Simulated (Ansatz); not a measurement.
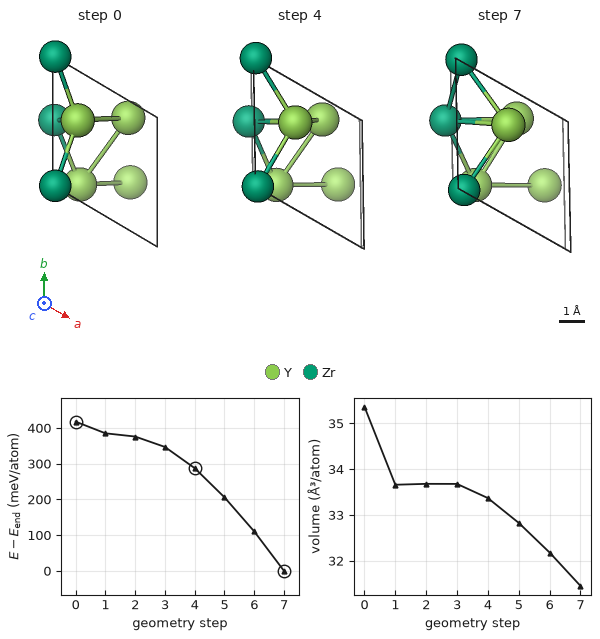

Frames of a relaxation of solid Y₂Zr (built on the fluorite_225 type) (coarse preliminary run), marked on the history of the run. Style: ball-and-stick. Shown: the cell of the calculation, reduced to other axes, along the c axis. Lengths and directions refer to the drawn axes.

The calculation used DFT PBE, scalar-relativistic, plane waves, PAW (Ansatz 0.2.0). Set-up: plane-wave cutoff 420 eV; k-point mesh 6 × 6 × 6; occupations gaussian; smearing width 0.1 eV; no spin polarisation; cell and atoms relaxed; force threshold 0.015 eV/Å; at most 120 steps.

What happens along the run?

The run was cut off at its time limit before the relaxation converged, so the last structure is only a point on the way. The atom that moves furthest relative to the cell is a Y atom (1.09 Å roughly along [3 1 1]). By element the largest moves are Y 1.09 Å, Zr 0.92 Å. The drawn cell changes as follows: a 5.254 → 5.488 Å (+4.5 %), b 5.378 → 5.423 Å (+0.8 %), c 9.088 → 7.475 Å (−17.8 %), α 90.1° → 92.0°, β 106.3° → 99.2°, γ 119.2° → 119.9°; the volume changes by −11.1 %. Near-neighbour distances that change, for instance: Zr–Zr 4.996 → 3.333 Å, Y–Zr 3.137 → 3.703 Å, Y–Zr 3.438 → 2.945 Å, Y–Y 3.916 → 3.479 Å. New bonds form: Zr–Zr (5.00 → 3.33 Å). The space group stays P1 (No. 1). Over 7 geometry steps the energy falls by 418 meV per atom. The largest force component goes from 0.65 to 1.4 eV/Å. The pressure goes from −1.35 to −1.54 GPa. The run took 16 min on 1 thread of Arm Neoverse V1, on a shared host, peak memory 0.99 GiB. From step 0 to 4: a Y atom moves most (0.64 Å), volume −5.6 %, energy −130 meV per atom. From step 4 to 7: a Zr atom moves most (0.49 Å), volume −5.7 %, energy −288 meV per atom.
